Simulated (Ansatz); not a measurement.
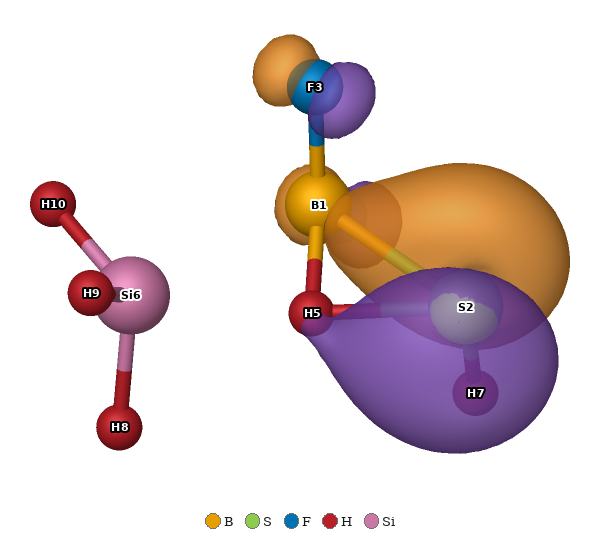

*BF₂H₂S···H₃Si. The HOMO−1 at ±0.15 Å⁻³ᐟ² (orange and purple are the two phases), seen at an oblique angle.*

A transition-state structure; geometry: PBE0-D4/def2-TZVP.

The calculation used RKS PBE0-D4/def2-TZVPP (Ansatz).

Input

```
crystal:
  periodic: [false, false, false]
  atoms:
    - {symbol: B, position_ang: [0.184073, -0.951127, -0.122335]}
    - {symbol: S, position_ang: [1.014807, -0.389024, -1.995721]}
    - {symbol: F, position_ang: [-0.780893, -1.847606, -0.394568]}
    - {symbol: F, position_ang: [1.191952, -1.297828, 0.698941]}
    - {symbol: H, position_ang: [0.159424, 0.297146, -0.810558]}
    - {symbol: Si, position_ang: [-0.804535, 0.794383, 0.806748]}
    - {symbol: H, position_ang: [2.132787, 0.079393, -1.416431]}
    - {symbol: H, position_ang: [0.130870, 1.891627, 1.163673]}
    - {symbol: H, position_ang: [-1.957392, 1.333925, 0.042820]}
    - {symbol: H, position_ang: [-1.271093, 0.089111, 2.027531]}
basis:
  gaussian: {orbitals: def2-TZVPP}
hamiltonian: {xc: pbe0, dispersion: d4}
output: {orbitals: {seedname: orbitals}}
```

Launched as:

```sh
ansatz run in.yaml --threads 4 --pin off --events-out ev --progress --plain --max-ram 9574MiB
```

Describe this orbital and give its energy.

Answer. It lies mainly on S2 (about 75 %) and B1 (about 5 %); largely a lone pair of S2. Its energy is −8.59 eV.
